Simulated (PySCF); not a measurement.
```yaml
atoms:
  - { symbol: C, position_ang: [-1.2935, -0.8673, -0.1826] }
  - { symbol: C, position_ang: [0.0502, -0.2026, -0.4903] }
  - { symbol: Si, position_ang: [1.4179, -0.8493, 0.6830] }
  - { symbol: Si, position_ang: [-0.1056, 1.6854, -0.4943] }
  - { symbol: Br, position_ang: [-0.7843, 2.3443, 1.5133] }
  - { symbol: H, position_ang: [-1.6287, -0.6201, 0.8239] }
  - { symbol: H, position_ang: [-2.0673, -0.5487, -0.8825] }
  - { symbol: H, position_ang: [-1.2111, -1.9515, -0.2479] }
  - { symbol: H, position_ang: [0.3409, -0.4864, -1.5084] }
  - { symbol: H, position_ang: [2.6932, -0.2779, 0.2421] }
  - { symbol: H, position_ang: [1.1213, -0.4446, 2.0549] }
  - { symbol: H, position_ang: [1.4488, -2.3081, 0.5759] }
  - { symbol: H, position_ang: [-1.1462, 2.1619, -1.3991] }
  - { symbol: H, position_ang: [1.1639, 2.3645, -0.7102] }
```

Geometry: GFN2-xTB.

Computed with PySCF, CAM-B3LYP/def2-SVPD, SCF density, gas phase.

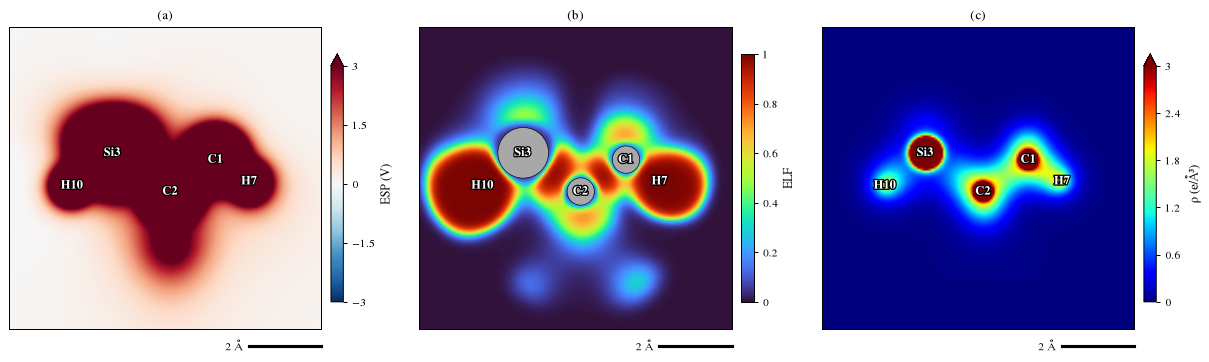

C2H9BrSi2. (a) electrostatic potential; (b) ELF; (c) total electron density on the plane of atoms C1, C2 and Si3. Grey discs cover the atomic cores in the ELF map.

### Read the bonding off the picture.

Atoms in the plane: C, Si and H. C–C (1.53 Å): ρ at the midpoint is about 1.6 e/Å³; the ELF peaks at about 0.95 between the atoms, as expected for a shared electron pair. C–Si (1.91 Å): ρ is about 0.9 e/Å³ halfway; the ELF peaks at about 0.95 between the atoms: a shared electron pair. C–H (1.09 Å): ρ is about 1.9 e/Å³ halfway; the ELF climbs to about 1 towards the hydrogen, as it does in any bond to H: an ordinary covalent bond to hydrogen. Si–H (1.47 Å): ρ at the midpoint is about 0.79 e/Å³; the ELF climbs to about 1 towards the hydrogen. The potential has no marked negative region in this plane.
